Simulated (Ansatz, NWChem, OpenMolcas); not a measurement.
## AlI (iodoaluminum): the electronic atomisation energy, rung by rung

AlI: 2 atoms, total charge 0, spin state singlet. As SMILES, `[Al][I]`. The bond length is the measured one.

| atom | x (Å) | y (Å) | z (Å) |
| --- | --- | --- | --- |
| Al | 0.0000 | 0.0000 | 0.0000 |
| I | 0.0000 | 0.0000 | 2.5371 |

Each level gives the electronic atomisation energy (eV). The values are calculated. Electronic energies at fixed atoms, without zero-point motion or spin-orbit coupling.

```json
{"level": "HF/def2-TZVPPD (core potential)", "kind": "Hartree–Fock", "program": "Ansatz", "value (eV)": "2.87", "CPU time (all runs)": "4.2 s"}
{"level": "PBE/def2-TZVPPD (core potential)", "kind": "GGA", "program": "NWChem", "value (eV)": "4.01", "CPU time (all runs)": "58 s"}
{"level": "r2SCAN/def2-TZVPPD (core potential)", "kind": "meta-GGA", "program": "Ansatz", "value (eV)": "3.96", "CPU time (all runs)": "43 s"}
{"level": "B3LYP/def2-TZVPPD (core potential)", "kind": "global hybrid", "program": "Ansatz", "value (eV)": "3.82", "CPU time (all runs)": "16 s"}
{"level": "BHLYP/def2-TZVPPD (core potential)", "kind": "global hybrid", "program": "OpenMolcas", "value (eV)": "3.72", "CPU time (all runs)": "27 s"}
{"level": "CAM-B3LYP/def2-TZVPPD (core potential)", "kind": "range-separated hybrid", "program": "NWChem", "value (eV)": "3.79", "CPU time (all runs)": "1.7 min"}
{"level": "PBE-QIDH/def2-TZVPPD (core potential)", "kind": "double hybrid", "program": "Ansatz", "value (eV)": "3.99", "CPU time (all runs)": "15 s"}
{"level": "RPA@PBE0/def2-TZVPPD (core potential)", "kind": "RPA", "program": "Ansatz", "value (eV)": "3.67", "CPU time (all runs)": "17 s"}
{"level": "CCSD/def2-TZVPPD (core potential)", "kind": "coupled cluster or CI", "program": "NWChem", "value (eV)": "3.75", "CPU time (all runs)": "5.9 min"}
```

The values span 2.87 to 4.01 eV. In the correlated wave-function rows the outer d shell of I is correlated, in sets not made for it. CPU times are rough (shared hosts, several kinds of processor): they show what a rung costs within a factor of a few.

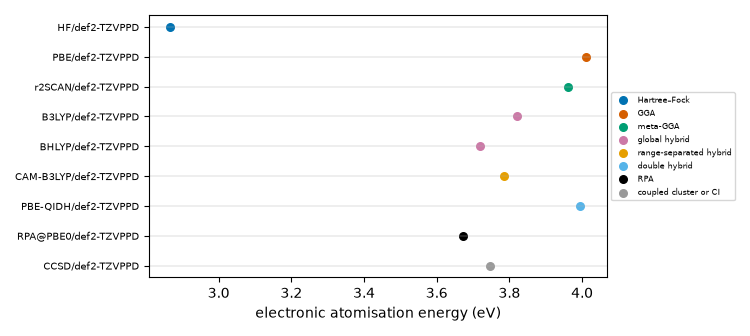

The values of the table, level by level.
